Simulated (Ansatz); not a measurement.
# Molecular dynamics, with input and output: NbCl2F3 (part 2 of 2)

The same run, continued: NbCl2F3; RKS r2SCAN-rvv10/def2-SVP (Ansatz 0.2.0). The geometry comes from this level: PBE0-D4/def2-TZVP.

Geometry of the input (Å):
```
F  -1.4245  -0.8752  0.7959
Nb 0.0133  -0.0809  -0.0210
F  1.7940  -0.4698  0.1883
F  -0.0389  -1.4900  -1.2380
Cl -0.4737  1.4933  -1.5507
Cl 0.1720  1.3585  1.7794
```

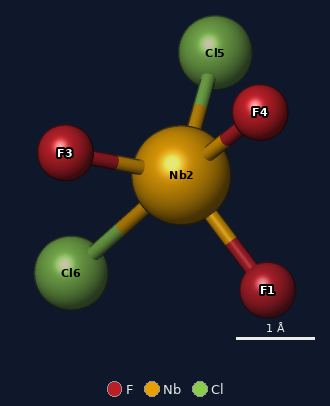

**Figure 1.** The geometry at step 19 of the log (ball-and-stick view, seen at a tilt; atoms are numbered from 1 in the order of the input).

Trajectory as extended XYZ, continued:
```
6
Properties=species:S:1:pos:R:3:forces:R:3 step=7 time_fs=3.5 energy=-34733.75395 temperature=470.7
F    -1.4204   -0.8819    0.8158   -0.1600  -0.1236   0.0034
Nb    0.0082   -0.0866   -0.0280   -0.4604   0.0841   0.4315
F     1.7763   -0.4453    0.2026    0.8107  -0.2659  -0.0148
F    -0.0378   -1.4878   -1.2578    0.0025  -0.1594  -0.0669
Cl   -0.4620    1.4892   -1.5443   -0.1428   0.4026  -0.4101
Cl    0.1804    1.3666    1.7835   -0.0500   0.0623   0.0569
6
Properties=species:S:1:pos:R:3:forces:R:3 step=8 time_fs=4.0 energy=-34733.75043 temperature=463.9
F    -1.4200   -0.8829    0.8186   -0.1402  -0.1163  -0.0166
Nb    0.0074   -0.0874   -0.0289   -0.5179   0.0851   0.4851
F     1.7741   -0.4419    0.2047    0.8663  -0.2888  -0.0196
F    -0.0377   -1.4876   -1.2607    0.0037  -0.1488  -0.0505
Cl   -0.4604    1.4887   -1.5435   -0.1512   0.4231  -0.4299
Cl    0.1817    1.3678    1.7842   -0.0607   0.0456   0.0315
6
Properties=species:S:1:pos:R:3:forces:R:3 step=9 time_fs=4.5 energy=-34733.74668 temperature=456.6
F    -1.4195   -0.8839    0.8215   -0.1202  -0.1086  -0.0368
Nb    0.0066   -0.0882   -0.0299   -0.5716   0.0844   0.5378
F     1.7720   -0.4386    0.2067    0.9177  -0.3105  -0.0249
F    -0.0375   -1.4874   -1.2635    0.0050  -0.1374  -0.0334
Cl   -0.4588    1.4883   -1.5428   -0.1594   0.4430  -0.4490
Cl    0.1829    1.3690    1.7848   -0.0715   0.0291   0.0064
6
Properties=species:S:1:pos:R:3:forces:R:3 step=10 time_fs=5.0 energy=-34733.74271 temperature=449.0
F    -1.4190   -0.8850    0.8243   -0.1000  -0.1006  -0.0571
Nb    0.0059   -0.0890   -0.0308   -0.6210   0.0822   0.5893
F     1.7701   -0.4353    0.2087    0.9645  -0.3311  -0.0305
F    -0.0373   -1.4872   -1.2664    0.0062  -0.1253  -0.0158
Cl   -0.4572    1.4879   -1.5420   -0.1674   0.4621  -0.4674
Cl    0.1840    1.3702    1.7854   -0.0823   0.0127  -0.0185
6
Properties=species:S:1:pos:R:3:forces:R:3 step=11 time_fs=5.5 energy=-34733.73858 temperature=441.0
F    -1.4186   -0.8860    0.8272   -0.0798  -0.0923  -0.0776
Nb    0.0050   -0.0898   -0.0317   -0.6656   0.0785   0.6398
F     1.7683   -0.4320    0.2108    1.0063  -0.3505  -0.0366
F    -0.0372   -1.4870   -1.2693    0.0075  -0.1126   0.0024
Cl   -0.4556    1.4875   -1.5413   -0.1752   0.4805  -0.4849
Cl    0.1852    1.3714    1.7860   -0.0931  -0.0035  -0.0431
6
Properties=species:S:1:pos:R:3:forces:R:3 step=12 time_fs=6.0 energy=-34733.73432 temperature=432.7
F    -1.4182   -0.8871    0.8300   -0.0598  -0.0839  -0.0981
Nb    0.0042   -0.0905   -0.0326   -0.7051   0.0735   0.6890
F     1.7666   -0.4288    0.2128    1.0429  -0.3687  -0.0433
F    -0.0370   -1.4869   -1.2722    0.0088  -0.0993   0.0211
Cl   -0.4540    1.4871   -1.5406   -0.1828   0.4980  -0.5015
Cl    0.1864    1.3726    1.7866   -0.1040  -0.0196  -0.0673
6
Properties=species:S:1:pos:R:3:forces:R:3 step=13 time_fs=6.5 energy=-34733.72996 temperature=424.3
F    -1.4178   -0.8882    0.8328   -0.0401  -0.0754  -0.1185
Nb    0.0034   -0.0913   -0.0335   -0.7389   0.0673   0.7371
F     1.7650   -0.4256    0.2148    1.0740  -0.3856  -0.0505
F    -0.0369   -1.4868   -1.2751    0.0102  -0.0854   0.0403
Cl   -0.4524    1.4868   -1.5400   -0.1902   0.5146  -0.5172
Cl    0.1876    1.3738    1.7872   -0.1149  -0.0355  -0.0913
6
Properties=species:S:1:pos:R:3:forces:R:3 step=14 time_fs=7.0 energy=-34733.72553 temperature=415.7
F    -1.4173   -0.8893    0.8356   -0.0207  -0.0668  -0.1388
Nb    0.0025   -0.0921   -0.0344   -0.7669   0.0600   0.7839
F     1.7636   -0.4225    0.2169    1.0992  -0.4012  -0.0584
F    -0.0367   -1.4866   -1.2780    0.0115  -0.0711   0.0599
Cl   -0.4508    1.4865   -1.5394   -0.1974   0.5303  -0.5319
Cl    0.1888    1.3750    1.7878   -0.1258  -0.0511  -0.1148
6
Properties=species:S:1:pos:R:3:forces:R:3 step=15 time_fs=7.5 energy=-34733.72107 temperature=407.1
F    -1.4169   -0.8904    0.8384   -0.0017  -0.0583  -0.1589
Nb    0.0016   -0.0929   -0.0352   -0.7886   0.0518   0.8295
F     1.7623   -0.4194    0.2189    1.1186  -0.4156  -0.0669
F    -0.0365   -1.4865   -1.2808    0.0128  -0.0563   0.0799
Cl   -0.4493    1.4862   -1.5388   -0.2043   0.5450  -0.5457
Cl    0.1899    1.3762    1.7884   -0.1367  -0.0665  -0.1380
6
Properties=species:S:1:pos:R:3:forces:R:3 step=16 time_fs=8.0 energy=-34733.71660 temperature=398.5
F    -1.4165   -0.8915    0.8412    0.0166  -0.0499  -0.1787
Nb    0.0007   -0.0937   -0.0360   -0.8039   0.0428   0.8737
F     1.7611   -0.4164    0.2209    1.1318  -0.4287  -0.0761
F    -0.0364   -1.4864   -1.2837    0.0141  -0.0412   0.1002
Cl   -0.4478    1.4860   -1.5383   -0.2110   0.5587  -0.5584
Cl    0.1911    1.3774    1.7890   -0.1476  -0.0818  -0.1608
6
Properties=species:S:1:pos:R:3:forces:R:3 step=17 time_fs=8.5 energy=-34733.71216 temperature=389.9
F    -1.4161   -0.8926    0.8440    0.0343  -0.0416  -0.1981
Nb   -0.0002   -0.0945   -0.0368   -0.8126   0.0332   0.9165
F     1.7601   -0.4134    0.2229    1.1388  -0.4405  -0.0860
F    -0.0362   -1.4863   -1.2866    0.0153  -0.0257   0.1207
Cl   -0.4462    1.4858   -1.5378   -0.2175   0.5713  -0.5700
Cl    0.1922    1.3786    1.7896   -0.1585  -0.0967  -0.1831
6
Properties=species:S:1:pos:R:3:forces:R:3 step=18 time_fs=9.0 energy=-34733.70775 temperature=381.4
F    -1.4157   -0.8937    0.8467    0.0513  -0.0334  -0.2172
Nb   -0.0012   -0.0952   -0.0376   -0.8145   0.0232   0.9580
F     1.7593   -0.4105    0.2248    1.1396  -0.4510  -0.0966
F    -0.0360   -1.4862   -1.2894    0.0166  -0.0100   0.1414
Cl   -0.4447    1.4857   -1.5373   -0.2237   0.5827  -0.5805
Cl    0.1934    1.3797    1.7902   -0.1693  -0.1115  -0.2051
6
Properties=species:S:1:pos:R:3:forces:R:3 step=19 time_fs=9.5 energy=-34733.70340 temperature=373.0
F    -1.4153   -0.8948    0.8494    0.0674  -0.0256  -0.2358
Nb   -0.0022   -0.0960   -0.0383   -0.8096   0.0130   0.9980
F     1.7585   -0.4076    0.2268    1.1342  -0.4604  -0.1080
F    -0.0358   -1.4861   -1.2922    0.0177   0.0059   0.1623
Cl   -0.4432    1.4856   -1.5369   -0.2297   0.5931  -0.5899
Cl    0.1945    1.3809    1.7907   -0.1800  -0.1260  -0.2266
6
Properties=species:S:1:pos:R:3:forces:R:3 step=20 time_fs=10.0 energy=-34733.69912 temperature=364.7
F    -1.4148   -0.8960    0.8520    0.0826  -0.0180  -0.2538
Nb   -0.0032   -0.0968   -0.0391   -0.7980   0.0027   1.0365
F     1.7580   -0.4048    0.2288    1.1226  -0.4686  -0.1201
F    -0.0357   -1.4860   -1.2950    0.0189   0.0219   0.1832
Cl   -0.4418    1.4855   -1.5365   -0.2354   0.6022  -0.5981
Cl    0.1956    1.3821    1.7912   -0.1907  -0.1402  -0.2477
6
Properties=species:S:1:pos:R:3:forces:R:3 step=21 time_fs=10.5 energy=-34733.69493 temperature=356.6
F    -1.4144   -0.8971    0.8547    0.0968  -0.0108  -0.2713
Nb   -0.0042   -0.0976   -0.0397   -0.7796  -0.0075   1.0735
F     1.7575   -0.4021    0.2307    1.1050  -0.4756  -0.1329
F    -0.0355   -1.4859   -1.2978    0.0199   0.0380   0.2042
Cl   -0.4403    1.4855   -1.5362   -0.2409   0.6101  -0.6052
Cl    0.1967    1.3832    1.7918   -0.2013  -0.1542  -0.2683
6
Properties=species:S:1:pos:R:3:forces:R:3 step=22 time_fs=11.0 energy=-34733.69081 temperature=348.6
F    -1.4139   -0.8982    0.8573    0.1099  -0.0039  -0.2881
Nb   -0.0052   -0.0984   -0.0404   -0.7545  -0.0173   1.1089
F     1.7572   -0.3994    0.2326    1.0815  -0.4816  -0.1465
F    -0.0353   -1.4858   -1.3005    0.0209   0.0540   0.2252
Cl   -0.4389    1.4855   -1.5359   -0.2461   0.6167  -0.6110
Cl    0.1977    1.3844    1.7923   -0.2118  -0.1680  -0.2884
6
Properties=species:S:1:pos:R:3:forces:R:3 step=23 time_fs=11.5 energy=-34733.68679 temperature=340.8
F    -1.4135   -0.8994    0.8598    0.1220   0.0025  -0.3043
Nb   -0.0063   -0.0992   -0.0411   -0.7230  -0.0266   1.1427
F     1.7571   -0.3968    0.2346    1.0523  -0.4865  -0.1607
F    -0.0351   -1.4857   -1.3032    0.0219   0.0700   0.2460
Cl   -0.4374    1.4856   -1.5356   -0.2510   0.6221  -0.6156
Cl    0.1988    1.3855    1.7927   -0.2222  -0.1814  -0.3081
6
Properties=species:S:1:pos:R:3:forces:R:3 step=24 time_fs=12.0 energy=-34733.68285 temperature=333.2
F    -1.4130   -0.9005    0.8624    0.1329   0.0084  -0.3197
Nb   -0.0073   -0.0999   -0.0417   -0.6852  -0.0353   1.1747
F     1.7571   -0.3942    0.2364    1.0177  -0.4906  -0.1756
F    -0.0349   -1.4855   -1.3059    0.0227   0.0859   0.2667
Cl   -0.4360    1.4857   -1.5354   -0.2557   0.6262  -0.6189
Cl    0.1999    1.3866    1.7932   -0.2325  -0.1946  -0.3273
6
Properties=species:S:1:pos:R:3:forces:R:3 step=25 time_fs=12.5 energy=-34733.67900 temperature=325.8
F    -1.4125   -0.9016    0.8648    0.1427   0.0138  -0.3343
Nb   -0.0084   -0.1007   -0.0422   -0.6414  -0.0431   1.2051
F     1.7572   -0.3917    0.2383    0.9780  -0.4937  -0.1911
F    -0.0348   -1.4854   -1.3086    0.0235   0.1015   0.2872
Cl   -0.4346    1.4858   -1.5353   -0.2601   0.6289  -0.6210
Cl    0.2009    1.3877    1.7936   -0.2427  -0.2075  -0.3459
6
Properties=species:S:1:pos:R:3:forces:R:3 step=26 time_fs=13.0 energy=-34733.67522 temperature=318.5
F    -1.4119   -0.9028    0.8673    0.1512   0.0187  -0.3480
Nb   -0.0095   -0.1015   -0.0428   -0.5919  -0.0498   1.2337
F     1.7574   -0.3893    0.2401    0.9335  -0.4961  -0.2071
F    -0.0346   -1.4853   -1.3112    0.0242   0.1169   0.3074
Cl   -0.4332    1.4860   -1.5351   -0.2642   0.6304  -0.6219
Cl    0.2019    1.3888    1.7941   -0.2528  -0.2202  -0.3641
6
Properties=species:S:1:pos:R:3:forces:R:3 step=27 time_fs=13.5 energy=-34733.67151 temperature=311.3
F    -1.4114   -0.9039    0.8697    0.1584   0.0230  -0.3609
Nb   -0.0106   -0.1023   -0.0433   -0.5371  -0.0553   1.2604
F     1.7578   -0.3869    0.2420    0.8846  -0.4977  -0.2236
F    -0.0344   -1.4851   -1.3138    0.0248   0.1320   0.3273
Cl   -0.4319    1.4863   -1.5350   -0.2680   0.6304  -0.6215
Cl    0.2029    1.3898    1.7944   -0.2627  -0.2325  -0.3817
6
Properties=species:S:1:pos:R:3:forces:R:3 step=28 time_fs=14.0 energy=-34733.66786 temperature=304.2
F    -1.4108   -0.9050    0.8720    0.1644   0.0268  -0.3729
Nb   -0.0118   -0.1031   -0.0438   -0.4773  -0.0594   1.2853
F     1.7582   -0.3846    0.2437    0.8316  -0.4987  -0.2406
F    -0.0342   -1.4849   -1.3163    0.0253   0.1467   0.3469
Cl   -0.4305    1.4865   -1.5350   -0.2716   0.6292  -0.6198
Cl    0.2039    1.3909    1.7948   -0.2724  -0.2446  -0.3988
6
Properties=species:S:1:pos:R:3:forces:R:3 step=29 time_fs=14.5 energy=-34733.66426 temperature=297.2
F    -1.4103   -0.9061    0.8743    0.1691   0.0299  -0.3840
Nb   -0.0129   -0.1039   -0.0442   -0.4129  -0.0619   1.3082
F     1.7588   -0.3824    0.2455    0.7750  -0.4991  -0.2579
F    -0.0340   -1.4847   -1.3188    0.0257   0.1610   0.3660
Cl   -0.4292    1.4869   -1.5350   -0.2749   0.6266  -0.6169
Cl    0.2049    1.3919    1.7951   -0.2820  -0.2564  -0.4153
6
Properties=species:S:1:pos:R:3:forces:R:3 step=30 time_fs=15.0 energy=-34733.66069 temperature=290.3
F    -1.4097   -0.9072    0.8766    0.1726   0.0324  -0.3941
Nb   -0.0141   -0.1047   -0.0446   -0.3444  -0.0628   1.3291
F     1.7595   -0.3802    0.2472    0.7151  -0.4990  -0.2756
F    -0.0338   -1.4845   -1.3213    0.0260   0.1747   0.3846
Cl   -0.4279    1.4872   -1.5350   -0.2779   0.6226  -0.6127
Cl    0.2058    1.3930    1.7954   -0.2914  -0.2678  -0.4313
```

Key numbers:

| quantity | value |
| --- | --- |
| outcome | finished |
| mean temperature over the second half | 346 K |
| trajectory | 30 steps, 15 fs |
| ensemble | nve |
| temperature in the input | 500 K |
| time step | 0.5 fs |
| potential energy (last step) | −34733.6607 eV |
| SCF solution under orbital rotations (last step) | stable |
| largest force (length of the vector) (last step) | 1.374 eV/Å |
| dipole moment (last step) | 1.16 D |
| hardware | 4 threads of Arm Neoverse V2, 23 GiB of memory available, shared host |
| wall time | 2.4 min (CPU time 9.5 min) |
| peak memory | 0.21 GiB |

Notes:

So short a trajectory is not equilibrated.
